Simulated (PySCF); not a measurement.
# H3N, SMILES `N`: electronic structure

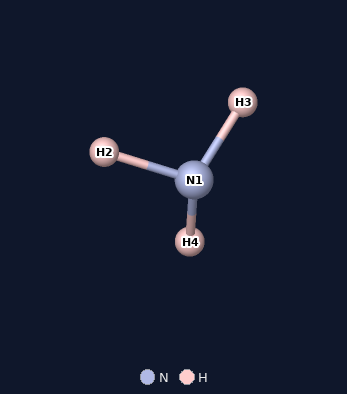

The molecule, with its atoms numbered as below. No frequency check shows the geometry to be a minimum.

Geometry (Å), atoms numbered from 1:

```
N1       0.0000   -0.0000    0.1100
H2       0.8717   -0.3620   -0.2568
H3      -0.7495   -0.5738   -0.2567
H4      -0.1223    0.9360   -0.2567
```

## 1. Excited states

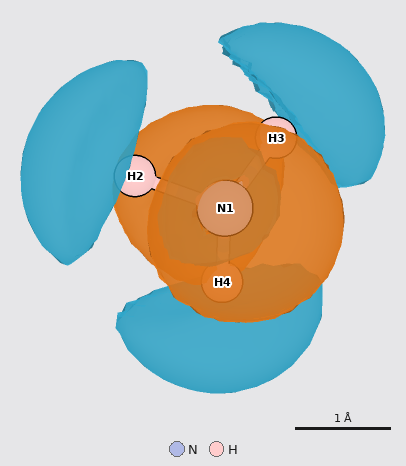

Unrelaxed difference density of S₁ less the ground state (TDA singlet states), ±0.02 e/Å³; light blue: gain, orange: loss.

Level of theory: CAM-B3LYP/6-311G** (PySCF), at a geometry from GFN2-xTB. Without diffuse functions Rydberg states are missing, so the states' numbers hold for this basis only.

> How does the charge move on excitation?

0.78 e is displaced in all, of which about 0.5 e passes between atoms: N1 (0.55 e) loses electrons and H2, H3 and H4 (0.18 e each) gain them. The state: 6.86 eV (181 nm), f = 0.051, partly diffuse acceptor orbital, which a basis without diffuse functions describes poorly; the leading pair carries 100 %; hole on N1 (80 %) and H2, H3 and H4 (6 % each), electron on N1 (26 %) and H2, H3 and H4 (25 % each) (atom shares of so diffuse an orbital are rough); their centroids lie 0.7 Å apart.

## 2. In an electric field

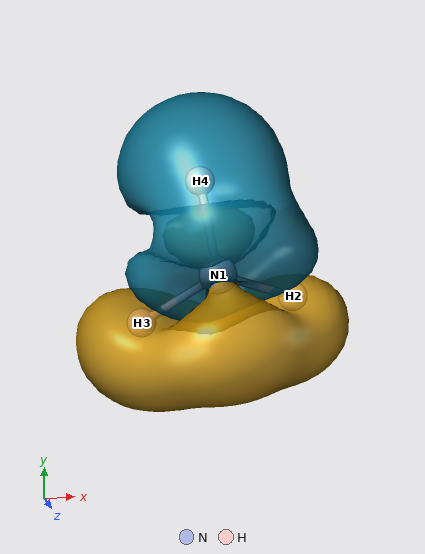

Change of the electron density in a uniform field of 0.41 V/Å, surfaces at ±0.002 e/Å³ (yellow: gain, teal: loss).

PySCF calculation, HF/def2-SVPD, gas phase; geometry: GFN2-xTB.

The field was applied in both directions; the picture shows the one opposite to the script's first.

> Along which Cartesian direction does the field point?

Along +y: electrons gather on the −y side, against the field.

> What dipole is induced, and what polarisability does it imply?

The induced dipole is 0.25 D (along the field); α along this axis, from the fields in both directions, is 12 bohr³ (1.8 Å³).

## 3. Removing or adding an electron

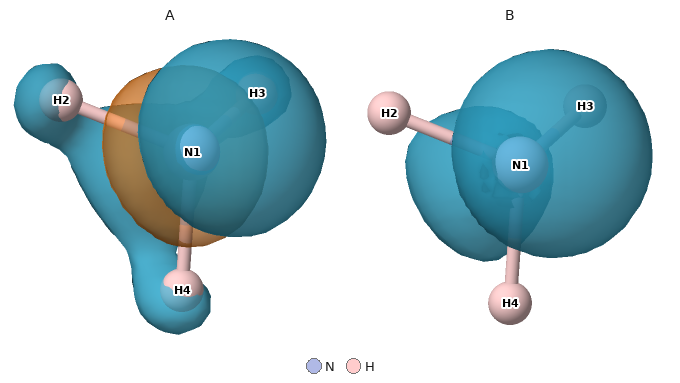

The Fukui function f⁻ from two separate SCF calculations and the density of the HOMO, at ±0.1 e/Å³ (light blue positive, orange negative).

Computed with PySCF, BP86/6-311+G**, geometry: GFN2-xTB.

> Which panel is which, and how good is the frozen-orbital picture?

A is f⁻ (it has negative regions), B the HOMO density. The HOMO lies on N1 (79 %) and H2, H3 and H4 (7 % each); f⁻ (Hirshfeld-condensed) is largest on N1 (0.54); the vertical ionisation energy is 10.97 eV. Relaxation shifts 25 % of the electron between atoms. The orbital energy is −6.15 eV.
